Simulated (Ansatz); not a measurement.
**FGeH6NOSi: basis-set convergence**

How large a basis does FGeH6NOSi need? Two functionals are run in growing sets.

The runs use Ansatz 0.2.0, Gaussian basis; one geometry, several basis sets.

Plan: PBE0-D4/def2-SVP; ωB97M-V/def2-SVP; PBE0-D4/def2-QZVPP; ωB97M-V/def2-QZVPP; the functionals' def2-TZVPP values are taken from earlier runs.

**1. The relaxed structure**

The geometry comes from an earlier relaxation with PBE0-D4 in a triple-zeta def2 set; it is a stationary point, not always the lowest conformer.

SMILES `O[SiH](F)[NH][GeH3]`, 11 atoms, charge 0, spin multiplicity 1.

Atoms are counted from 1 here; the program's logs count them from 0.

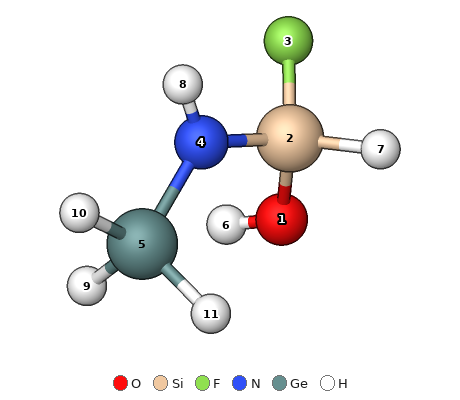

The geometry (oxygen red, silicon light orange, fluorine green, nitrogen blue, germanium teal, hydrogen white); atoms are numbered from 1 in the order of the file.

Coordinates:

| atom | x (Å) | y (Å) | z (Å) |
| --- | --- | --- | --- |
| O1 | 0.50157 | 0.84310 | 1.80226 |
| Si2 | 0.42809 | -0.68248 | 1.23047 |
| F3 | -0.42999 | -1.64201 | 2.17565 |
| N4 | -0.32179 | -0.69397 | -0.29277 |
| Ge5 | -0.22085 | 0.61152 | -1.59277 |
| H6 | -0.31153 | 1.35029 | 1.84029 |
| H7 | 1.81546 | -1.17507 | 1.28468 |
| H8 | -0.78468 | -1.54120 | -0.58479 |
| H9 | -1.00235 | 1.85832 | -1.14044 |
| H10 | -0.85435 | 0.01781 | -2.85873 |
| H11 | 1.24592 | 0.99669 | -1.84315 |

**2. PBE0-D4 in def2-SVP**

in.yaml

```yaml
crystal:
  periodic: [false, false, false]
  atoms:
    - {symbol: O, position_ang: [0.501572, 0.843105, 1.802263]}
    - {symbol: Si, position_ang: [0.428087, -0.682477, 1.230471]}
    - {symbol: F, position_ang: [-0.429992, -1.642008, 2.175650]}
    - {symbol: N, position_ang: [-0.321788, -0.693968, -0.292768]}
    - {symbol: Ge, position_ang: [-0.220851, 0.611515, -1.592772]}
    - {symbol: H, position_ang: [-0.311527, 1.350293, 1.840289]}
    - {symbol: H, position_ang: [1.815455, -1.175070, 1.284678]}
    - {symbol: H, position_ang: [-0.784681, -1.541201, -0.584786]}
    - {symbol: H, position_ang: [-1.002348, 1.858318, -1.140444]}
    - {symbol: H, position_ang: [-0.854347, 0.017805, -2.858729]}
    - {symbol: H, position_ang: [1.245919, 0.996688, -1.843151]}
basis:
  gaussian: {orbitals: def2-SVP}
hamiltonian: {xc: pbe0, dispersion: d4}
output: {orbitals: {seedname: orbitals}}
```

Launch:

```bash
ansatz run in.yaml --threads 2 --pin off --events-out ev --progress --plain --max-ram 31744MiB --backend cpu
```

Further steps of the session: ωB97M-V in def2-SVP; PBE0-D4 in def2-QZVPP; ωB97M-V in def2-QZVPP.

Before running them: what should the planned runs give, taken together? Wanted: PBE0-D4: double and triple zeta above quadruple; ωB97M-V: double and triple zeta above quadruple.

As calculated:

```
                                       quantity           value
PBE0-D4: double and triple zeta above quadruple  20.05, 1.89 eV
ωB97M-V: double and triple zeta above quadruple  20.15, 1.82 eV
```

**Reading.** PBE0-D4 gains 18.16 eV from double to triple zeta, then 1.89 eV more. Total energies overstate the basis error of differences, where much of it tends to cancel. The LUMO of ωB97M-V is positive and keeps falling with the basis (2.34 to 1.30 eV): an unbound level that the basis holds in place.
